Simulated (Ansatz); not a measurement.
**BCl₂H₅OSi (built from SMILES OB(Cl)Cl.[SiH4]): search for a transition state, part 1 of 2**

Is there a first-order saddle for this four-centre ligand exchange, which should form B1–Si6, O2–H5 and break B1–O2, H5–Si6, and which two structures does it connect?

Program: Ansatz 0.2.0, Gaussian basis. Level of theory: PBE0-D4, def2-SVP first, then def2-TZVP. These are calculated values, not measurements.

152 further runs of the same task are left out: 152 set aside as unsound or not needed. Runs told in other sessions of the task aren't counted.

## Step 1: Where the work starts

The guess: 10 atoms, charge 0, spin multiplicity 1.

Atoms are counted from 1 here; the program's logs count them from 0.

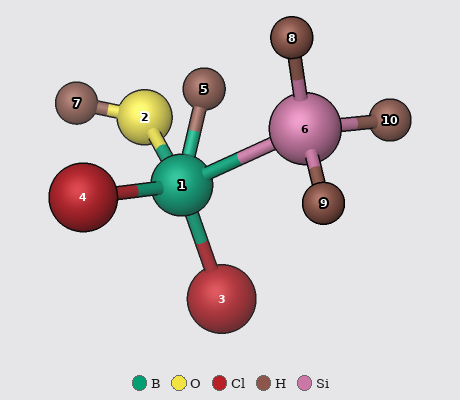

Start geometry, drawn with boron teal, oxygen yellow, chlorine red, hydrogen brown, silicon pink; atoms are numbered from 1 in the order of the file.

Geometry (Å):

```mol
BCl2H5OSi
  3D, bonds by distance, orders not assigned

 10  9  0  0  0  0  0  0  0  0999 V2000
   -0.5692    0.5662   -0.1391 B   0  0
    0.4309    1.7848   -0.3425 O   0  0
   -1.6097    0.4032   -1.6188 Cl  0  0
   -1.5176    0.8723    1.4048 Cl  0  0
    0.8132    0.6337    0.0497 H   0  0
    0.4237   -1.3231    0.0550 Si  0  0
    0.2714    2.4978    0.2894 H   0  0
    1.2944   -1.4932    1.2245 H   0  0
   -0.7003   -2.2373    0.2236 H   0  0
    1.1631   -1.7044   -1.1465 H   0  0
  1  2  8  0
  1  3  8  0
  1  4  8  0
  1  5  8  0
  1  6  8  0
  2  7  8  0
  6  8  8  0
  6  9  8  0
  6 10  8  0
M  END
```

Distances that are to change: B1–Si6 2.14 Å, O2–H5 1.27 Å, B1–O2 1.59 Å, H5–Si6 2.00 Å.

## Step 2: Constrained relaxation of the guess

hold/in.yaml

```yaml
crystal:
  periodic: [false, false, false]
  atoms:
    - {symbol: B, position_ang: [-0.569200, 0.566200, -0.139100]}
    - {symbol: O, position_ang: [0.430900, 1.784800, -0.342500]}
    - {symbol: Cl, position_ang: [-1.609700, 0.403200, -1.618800]}
    - {symbol: Cl, position_ang: [-1.517600, 0.872300, 1.404800]}
    - {symbol: H, position_ang: [0.813200, 0.633700, 0.049700]}
    - {symbol: Si, position_ang: [0.423700, -1.323100, 0.055000]}
    - {symbol: H, position_ang: [0.271400, 2.497800, 0.289400]}
    - {symbol: H, position_ang: [1.294400, -1.493200, 1.224500]}
    - {symbol: H, position_ang: [-0.700300, -2.237300, 0.223600]}
    - {symbol: H, position_ang: [1.163100, -1.704400, -1.146500]}
basis:
  gaussian: {orbitals: def2-SVP}
hamiltonian: {xc: pbe0, dispersion: d4}
relax: {f_tol: 0.04, max_steps: 150, escape_saddle: false, constraints: [{distance: [0, 5]}, {distance: [1, 4]}, {distance: [0, 1]}, {distance: [4, 5]}]}
```

Launch:

```console
> ansatz run in.yaml --threads 8 --pin off --events-out ev --progress --plain --max-ram 19148MiB
```

Output (excerpt; [...] marks lines left out):

```text
Functional definition: PBE0
  name "PBE0"
  cite "Adamo & Barone, J. Chem. Phys. 110, 6158 (1999) doi:10.1063/1.478522"
  cite "Perdew, Burke & Ernzerhof, Phys. Rev. Lett. 77, 3865 (1996) doi:10.1103/PhysRevLett.77.3865"
  parent pbe
[...]
1098 factors; integrals over basis functions are off by at most 4.4e-4 eV
[...]
mean field -35701.40706503 eV, -1312.0025103569 hartree, gradient 2.6e-5 eV, S^2 0.000000; 0 other end points of the search recorded, 0 dependent functions left out
[...]
reference -35701.40708942 eV, -1312.0025112532 hartree; 33, 33 occupied and 74, 74 virtual orbitals, 1098 factors
relax step   1: F+E_penalty+E_count = -35701.64604295 eV  Δ(F+E_penalty+E_count) = +0.000e0 eV  max|allowed force component| = 7.131e-1 eV/Å  Δτ_max = 0.0000 Å  (26 SCF iters, accepted)
[...]
relax step   6: F+E_penalty+E_count = -35701.80429041 eV  Δ(F+E_penalty+E_count) = -2.349e-3 eV  max|allowed force component| = 8.321e-2 eV/Å  Δτ_max = 0.0599 Å  (30 SCF iters, accepted)
[...]
relax step   7: F+E_penalty+E_count = -35701.80520642 eV  Δ(F+E_penalty+E_count) = -9.160e-4 eV  max|allowed force component| = 2.544e-2 eV/Å  Δτ_max = 0.0198 Å  (30 SCF iters, accepted)
  distance B 0 - Si 5 held at 2.143124 Å   reaction = -5.2319e-1 eV/Å
  distance O 1 - H 4 held at 1.274757 Å   reaction = +1.2664e0 eV/Å
  distance B 0 - O 1 held at 1.589515 Å   reaction = +3.6149e-1 eV/Å
  distance H 4 - Si 5 held at 1.995195 Å   reaction = +5.1221e-1 eV/Å
1098 factors; integrals over basis functions are off by at most 4.8e-4 eV
[...]
mean field -35701.56322654 eV, -1312.0082491865 hartree, gradient 2.6e-5 eV, S^2 0.000000; 1 other end points of the search recorded, 0 dependent functions left out
[...]
reference -35701.56325081 eV, -1312.0082500785 hartree; 33, 33 occupied and 74, 74 virtual orbitals, 1098 factors
Total energy: -35701.80523070 eV, -1312.0171426754 hartree
Atom 0 at    -0.615124     0.584524    -0.163579 Å, force    -0.023088     0.725917    -0.128526 eV/Å
Atom 1 at     0.359369     1.823173    -0.370143 Å, force     0.258771    -1.427646     0.261400 eV/Å
Atom 2 at    -1.579125     0.325818    -1.658113 Å, force    -0.006879    -0.000234     0.003482 eV/Å
Atom 3 at    -1.519172     0.801925     1.396356 Å, force    -0.001036    -0.005147     0.007740 eV/Å
Atom 4 at     0.844798     0.668691    -0.132370 Å, force    -0.605114     0.650623    -0.171967 eV/Å
Atom 5 at     0.429363    -1.272452     0.068087 Å, force     0.373527     0.038734    -0.004281 eV/Å
Atom 6 at     0.371137     2.297999     0.475656 Å, force     0.012759     0.020173     0.025436 eV/Å
Atom 7 at     1.313632    -1.404696     1.269260 Å, force    -0.004156     0.006091     0.002618 eV/Å
Atom 8 at    -0.784640    -2.110750     0.260504 Å, force    -0.004188     0.000011     0.001256 eV/Å
Atom 9 at     1.179664    -1.714231    -1.145557 Å, force    -0.000597    -0.008523     0.002844 eV/Å
Dipole moment:     0.470445     0.142165     0.256838 e Å
```

Wall time 4 s (8 threads of AMD EPYC 9R45, shared host).

Along the way:

| step | energy from step 1 (eV) | largest force component (eV/Å) |
| --- | --- | --- |
| 1 | 0.0000 | 0.7131 |
| 2 | -0.0942 | 0.3256 |
| 3 | -0.1271 | 0.2621 |
| 4 | -0.1497 | 0.2976 |
| 5 | -0.1559 | 0.2600 |
| 6 | -0.1582 | 0.0832 |
| 7 | -0.1592 | 0.0254 |

Distances of close pairs at the start and the end, largest changes first:

| bond | before (Å) | after (Å) | change (Å) |
| --- | --- | --- | --- |
| B1–H5 | 1.397 | 1.463 | +0.066 |
| Si6–H10 | 1.461 | 1.494 | +0.032 |
| Si6–H8 | 1.468 | 1.497 | +0.029 |
| Si6–H9 | 1.459 | 1.488 | +0.029 |
| B1–Cl4 | 1.838 | 1.816 | -0.022 |
| B1–Cl3 | 1.816 | 1.797 | -0.019 |
| O2–H7 | 0.966 | 0.970 | +0.004 |
| B1–O2 | 1.590 | 1.590 | +0.000 |

## Step 3: Force constants to start from

hessian/in.yaml

```yaml
crystal:
  periodic: [false, false, false]
  atoms:
    - {symbol: B, position_ang: [-0.615124, 0.584524, -0.163579]}
    - {symbol: O, position_ang: [0.359369, 1.823173, -0.370143]}
    - {symbol: Cl, position_ang: [-1.579125, 0.325818, -1.658113]}
    - {symbol: Cl, position_ang: [-1.519172, 0.801925, 1.396356]}
    - {symbol: H, position_ang: [0.844798, 0.668691, -0.132370]}
    - {symbol: Si, position_ang: [0.429363, -1.272452, 0.068087]}
    - {symbol: H, position_ang: [0.371137, 2.297999, 0.475656]}
    - {symbol: H, position_ang: [1.313632, -1.404696, 1.269260]}
    - {symbol: H, position_ang: [-0.784640, -2.110750, 0.260504]}
    - {symbol: H, position_ang: [1.179664, -1.714231, -1.145557]}
basis:
  gaussian: {orbitals: def2-SVP}
hamiltonian: {xc: pbe0, dispersion: d4}
phonons: {}
scf: {lower_state_search: off}
```

Launch:

```console
> ansatz run in.yaml --threads 8 --pin off --events-out ev --progress --plain --max-ram 19148MiB
```

Output (excerpt; [...] marks lines left out):

```text
[... 5 set-up lines as earlier in the session ...]
[...]
1105 factors; integrals over basis functions are off by at most 3.8e-4 eV
[...]
mean field -35701.56321003 eV, -1312.0082485798 hartree, gradient 8.5e-6 eV, S^2 0.000000; 0 other end points of the search recorded, 0 dependent functions left out
[...]
reference -35701.56323446 eV, -1312.0082494778 hartree; 33, 33 occupied and 74, 74 virtual orbitals, 1105 factors
[... from here to the last solve, the lines of the solves are left out (59 solves) ...]
1105 factors; integrals over basis functions are off by at most 3.9e-4 eV
mean field -35701.56316531 eV, -1312.0082469364 hartree, gradient 2.3e-6 eV, S^2 0.000000; 0 other end points of the search recorded, 0 dependent functions left out
[...]
WARN: phonons: modes at or below zero, which the zero-point energy, F, S and C_V leave out: 1, the lowest at -1419.18 cm⁻¹. A minimum has none, and a first-order saddle one
[...]
Atom 3 at    -1.519172     0.801925     1.396356 Å, force    -0.001022    -0.005202     0.007886 eV/Å
Atom 4 at     0.844798     0.668691    -0.132370 Å, force    -0.605178     0.650680    -0.172000 eV/Å
Atom 5 at     0.429363    -1.272452     0.068087 Å, force     0.373681     0.038519    -0.004242 eV/Å
Atom 6 at     0.371137     2.297999     0.475656 Å, force     0.012768     0.020206     0.025419 eV/Å
Atom 7 at     1.313632    -1.404696     1.269260 Å, force    -0.004183     0.006230     0.002586 eV/Å
Atom 8 at    -0.784640    -2.110750     0.260504 Å, force    -0.004223     0.000083     0.001216 eV/Å
Atom 9 at     1.179664    -1.714231    -1.145557 Å, force    -0.000580    -0.008574     0.002892 eV/Å
Dipole moment:     0.470440     0.142166     0.256836 e Å
Vibrations: -1419.18 121.34 186.61 193.18 262.20 294.83 340.48 453.36 471.21 539.26 569.57 726.85 789.49 799.48 906.11 923.83 939.42 1025.91 1239.36 1820.81 2218.00 2240.19 2268.88 3807.36 cm⁻¹, zero-point energy 1.434356 eV
Checks for a lower state left out: stability, starts, cluster_reference, orbital_swaps, neighbouring_geometries, increment
```

Wall time 18 s (8 threads of AMD EPYC 9R45, shared host).

The structure is not stationary yet, so these wavenumbers are no spectrum; the search needs only the force constants.

## Step 4: Saddle search in the small basis

The search itself is an outer loop (partitioned rational-function steps, Bofill update of the Hessian). Each step is one single-point run with forces. It stops when the largest force is under 0.04 eV/Å and the followed curvature is negative. The first step's input:

presaddle/in.yaml

```yaml
crystal:
  periodic: [false, false, false]
  atoms:
    - {symbol: B, position_ang: [-0.615124, 0.584524, -0.163579]}
    - {symbol: O, position_ang: [0.359369, 1.823173, -0.370143]}
    - {symbol: Cl, position_ang: [-1.579125, 0.325818, -1.658113]}
    - {symbol: Cl, position_ang: [-1.519172, 0.801925, 1.396356]}
    - {symbol: H, position_ang: [0.844798, 0.668691, -0.132370]}
    - {symbol: Si, position_ang: [0.429363, -1.272452, 0.068087]}
    - {symbol: H, position_ang: [0.371137, 2.297999, 0.475656]}
    - {symbol: H, position_ang: [1.313632, -1.404696, 1.269260]}
    - {symbol: H, position_ang: [-0.784640, -2.110750, 0.260504]}
    - {symbol: H, position_ang: [1.179664, -1.714231, -1.145557]}
basis:
  gaussian: {orbitals: def2-SVP}
hamiltonian: {xc: pbe0, dispersion: d4}
output: {forces: true}
scf: {lower_state_search: off}
```

Launch:

```console
> ansatz run in.yaml --threads 8 --pin off --events-out ev --progress --plain --max-ram 19148MiB
```

The driver's record:

| step | energy (eV) | largest force (eV/Å) | followed curvature (eV/Å²) |
| --- | --- | --- | --- |
| 1 | -35701.80517 | 1.4277 | -14.43 |
| 2 | -35701.88524 | 0.1553 | -14.57 |
| 3 | -35701.88700 | 0.0882 | -14.52 |
| 4 | -35701.88726 | 0.0290 | -14.57 |

The 4 steps took 1.4 s in all (8 threads of AMD EPYC 9R45, shared host).

## Step 5: Saddle search in triple zeta

A small driver takes partitioned rational-function steps: uphill along one mode, downhill along the rest. It calls the program once a step for energy and forces and updates the Hessian by Bofill's formula. It stops when the largest force is under 0.01 eV/Å and the followed curvature is negative. The first step's input:

saddle/in.yaml

```yaml
crystal:
  periodic: [false, false, false]
  atoms:
    - {symbol: B, position_ang: [-0.669801, 0.635103, -0.171349]}
    - {symbol: O, position_ang: [0.381858, 1.745887, -0.356596]}
    - {symbol: Cl, position_ang: [-1.635041, 0.386316, -1.659666]}
    - {symbol: Cl, position_ang: [-1.559350, 0.839865, 1.391468]}
    - {symbol: H, position_ang: [0.763718, 0.591547, -0.133061]}
    - {symbol: Si, position_ang: [0.461797, -1.261269, 0.067119]}
    - {symbol: H, position_ang: [0.430444, 2.254692, 0.467849]}
    - {symbol: H, position_ang: [1.331966, -1.367967, 1.281511]}
    - {symbol: H, position_ang: [-0.737974, -2.123895, 0.248513]}
    - {symbol: H, position_ang: [1.232284, -1.700280, -1.135687]}
basis:
  gaussian: {orbitals: def2-TZVP}
hamiltonian: {xc: pbe0, dispersion: d4}
output: {forces: true}
scf: {lower_state_search: off}
```

Launch:

```console
> ansatz run in.yaml --threads 8 --pin off --events-out ev --progress --plain --max-ram 19148MiB
```

The driver's record:

| step | energy (eV) | largest force (eV/Å) | followed curvature (eV/Å²) |
| --- | --- | --- | --- |
| 1 | -35716.36208 | 0.2359 | -14.57 |
| 2 | -35716.36589 | 0.0317 | -14.61 |
| 3 | -35716.36600 | 0.0157 | -14.71 |
| 4 | -35716.36609 | 0.0198 | -14.71 |
| 5 | -35716.36612 | 0.0032 | -14.72 |

The 5 steps took 4.1 s in all (8 threads of AMD EPYC 9R45, shared host).

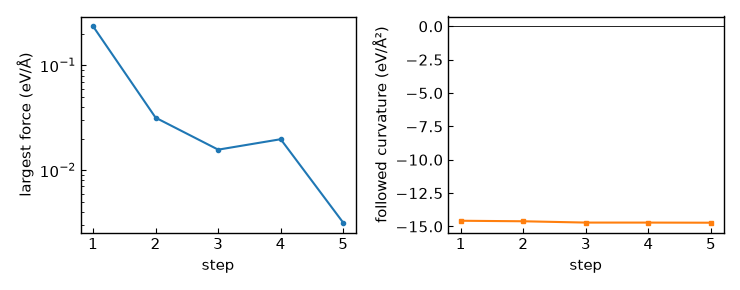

Largest force and followed curvature during the search.

The point found:

```xyz
10
BCl2H5OSi
B    -0.6658    0.6298   -0.1722
O     0.3929    1.7425   -0.3435
Cl   -1.6138    0.3814   -1.6662
Cl   -1.5714    0.8350    1.3753
H     0.7637    0.5930   -0.1081
Si    0.4633   -1.2697    0.0672
H     0.4145    2.2742    0.4642
H     1.3519   -1.3718    1.2585
H    -0.7370   -2.1109    0.2721
H     1.2016   -1.7035   -1.1471
```

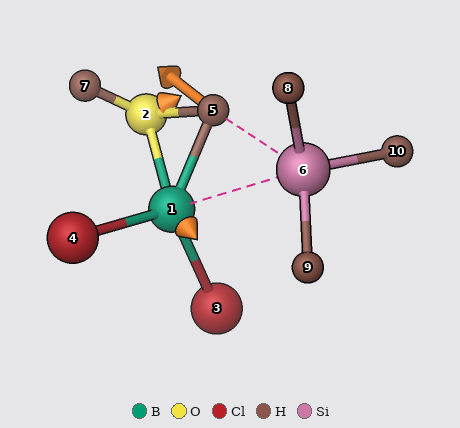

The point found; arrows show the followed mode. Pairs that react are joined by broken lines, hidden where the pair is close enough to be drawn as a bond.

## Step 6: Vibrations at the point found

vib/in.yaml

```yaml
crystal:
  periodic: [false, false, false]
  atoms:
    - {symbol: B, position_ang: [-0.665813, 0.629843, -0.172153]}
    - {symbol: O, position_ang: [0.392881, 1.742471, -0.343512]}
    - {symbol: Cl, position_ang: [-1.613773, 0.381359, -1.666220]}
    - {symbol: Cl, position_ang: [-1.571433, 0.835024, 1.375330]}
    - {symbol: H, position_ang: [0.763729, 0.593033, -0.108141]}
    - {symbol: Si, position_ang: [0.463314, -1.269706, 0.067163]}
    - {symbol: H, position_ang: [0.414492, 2.274224, 0.464151]}
    - {symbol: H, position_ang: [1.351942, -1.371812, 1.258454]}
    - {symbol: H, position_ang: [-0.736991, -2.110897, 0.272125]}
    - {symbol: H, position_ang: [1.201552, -1.703539, -1.147097]}
basis:
  gaussian: {orbitals: def2-TZVP}
hamiltonian: {xc: pbe0, dispersion: d4}
phonons: {temperatures: {t_min: 298.15, t_max: 900, t_step: 200}}
```

Launch:

```console
> ansatz run in.yaml --threads 8 --pin off --events-out ev --progress --plain --max-ram 19148MiB
```

Output (excerpt; [...] marks lines left out):

```text
[... 5 set-up lines as earlier in the session ...]
[...]
1344 factors; their error is unknown
[...]
mean field -35716.12557049 eV, -1312.5434054560 hartree, gradient 2.3e-5 eV, S^2 0.000000; 0 other end points of the search recorded, 0 dependent functions left out
[...]
reference -35716.12560349 eV, -1312.5434066689 hartree; 33, 33 occupied and 170, 170 virtual orbitals, 1344 factors
[... from here to the last solve, the lines of the solves are left out (59 solves) ...]
1344 factors; their error is unknown
mean field -35716.12553062 eV, -1312.5434039908 hartree, gradient 1.8e-6 eV, S^2 0.000000; 0 other end points of the search recorded, 0 dependent functions left out
[...]
WARN: phonons: modes at or below zero, which the zero-point energy, F, S and C_V leave out: 1, the lowest at -1365.05 cm⁻¹. A minimum has none, and a first-order saddle one
[...]
Atom 2 at    -1.613773     0.381359    -1.666220 Å, force     0.000479    -0.000390     0.000688 eV/Å
Atom 3 at    -1.571433     0.835024     1.375330 Å, force     0.000594    -0.000226    -0.000886 eV/Å
Atom 4 at     0.763729     0.593033    -0.108141 Å, force    -0.000635    -0.000171    -0.000098 eV/Å
Atom 5 at     0.463314    -1.269706     0.067163 Å, force     0.000798    -0.002401     0.000099 eV/Å
Atom 6 at     0.414492     2.274224     0.464151 Å, force    -0.000663    -0.002166     0.000656 eV/Å
Atom 7 at     1.351942    -1.371812     1.258454 Å, force    -0.000145    -0.000249    -0.000412 eV/Å
Atom 8 at    -0.736991    -2.110897     0.272125 Å, force     0.000668     0.000817     0.000076 eV/Å
Atom 9 at     1.201552    -1.703539    -1.147097 Å, force    -0.000786     0.000021     0.000981 eV/Å
Dipole moment:     0.461885     0.108454     0.245837 e Å
Vibrations: -1365.05 100.21 161.16 172.00 253.72 287.42 354.61 397.08 458.58 529.26 546.89 680.77 796.57 827.70 914.87 927.53 939.24 1041.69 1184.69 1942.53 2210.42 2234.83 2264.54 3794.88 cm⁻¹, zero-point energy 1.427131 eV
```

Run time: 43 s. Hardware: 8 threads of AMD EPYC 9R45, shared host; peak memory 0.65 GiB.

The modes, with what each moves most:

| mode | wavenumber (cm⁻¹) | character |
| --- | --- | --- |
| 1 | 1365i | changes O2–H5, H5–Si6 |
| 2 | 100 | not assigned (largely outside the bonds, angles and torsions drawn) |
| 3 | 161 | not assigned (largely outside the bonds, angles and torsions drawn) |
| 4 | 172 | not assigned (largely outside the bonds, angles and torsions drawn) |
| 5 | 254 | bend |
| 6 | 287 | bend |
| 7 | 355 | not assigned (largely outside the bonds, angles and torsions drawn) |
| 8 | 397 | bend |
| 9 | 459 | not assigned (largely outside the bonds, angles and torsions drawn) |
| 10 | 529 | not assigned (largely outside the bonds, angles and torsions drawn) |
| 11 | 547 | not assigned (largely outside the bonds, angles and torsions drawn) |
| 12 | 681 | bend with B–Cl stretch |
| 13 | 797 | B–Cl stretch |
| 14 | 828 | bend with B–O stretch |
| 15 | 915 | bend |
| 16 | 928 | bend |
| 17 | 939 | bend |
| 18 | 1042 | bend |
| 19 | 1185 | bend |
| 20 | 1943 | B–H stretch with bend |
| 21 | 2210 | Si–H stretch |
| 22 | 2235 | Si–H stretch |
| 23 | 2265 | Si–H stretch |
| 24 | 3795 | O–H stretch |

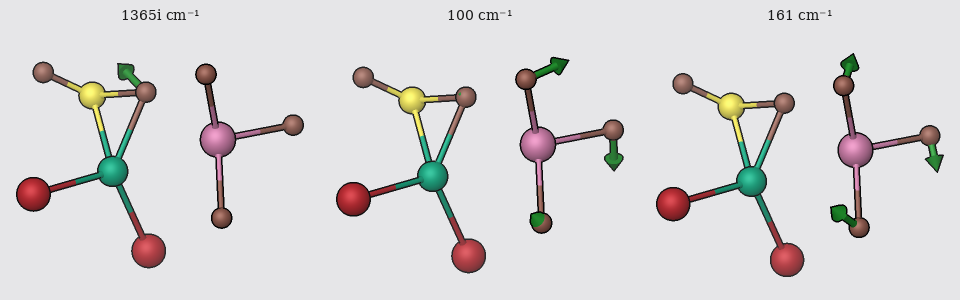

Displacements of 3 modes, as arrows.

Vibrational sums (real modes only):

| T (K) | entropy (J/mol/K) | heat capacity (J/mol/K) |
| --- | --- | --- |
| 298 | 70.5 | 83.6 |
| 498 | 122.2 | 117.4 |
| 698 | 165.3 | 137.4 |
| 898 | 201.6 | 150.6 |

(Continued in part 2 of 2.)
